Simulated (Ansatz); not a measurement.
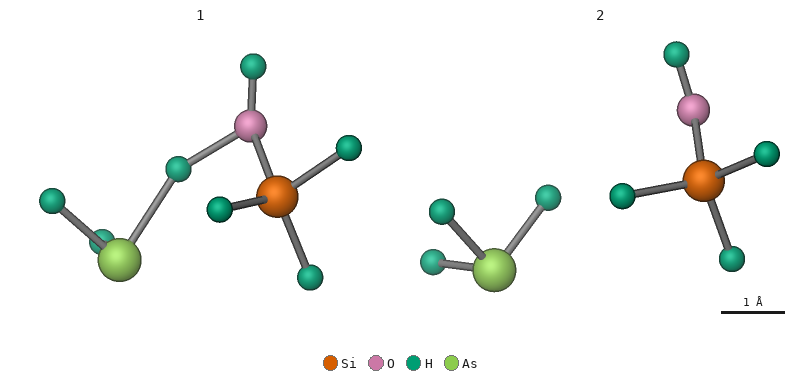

Two geometries of SiAsH7O (started from a transition state, displaced along its imaginary mode), drawn at one scale. One is the start of a relaxation, the other its converged end. A ball-and-stick model, seen at a tilt.

Theory: RKS PBE0-D4/def2-TZVP (Ansatz). Settings: force threshold 0.005 eV/Å; at most 200 steps.

**Which of the two is the end point?**

Structure 2 is the relaxed one. The energy falls by 33.2 kcal/mol in 31 accepted moves (33 points after the start). The largest force component goes from 1.1 to 0.0046 eV/Å. The line search rejected the trial steps at points 9, 21 of the run. The largest move after the best rigid fit is that of an H atom, 1.14 Å. By element the largest moves are H 1.14 Å, O 0.75 Å, As 0.56 Å, Si 0.52 Å. Near-neighbour distances that change, for instance: H–O 1.358 → 2.890 Å, H–Si 2.174 → 3.347 Å, As–Si 2.950 → 4.009 Å, As–H 1.738 → 1.521 Å. Bond angles that change, for instance: O–Si–H 95.0° → 111.5°, H–As–H 78.6° → 92.2°, O–Si–H 114.3° → 105.9°.
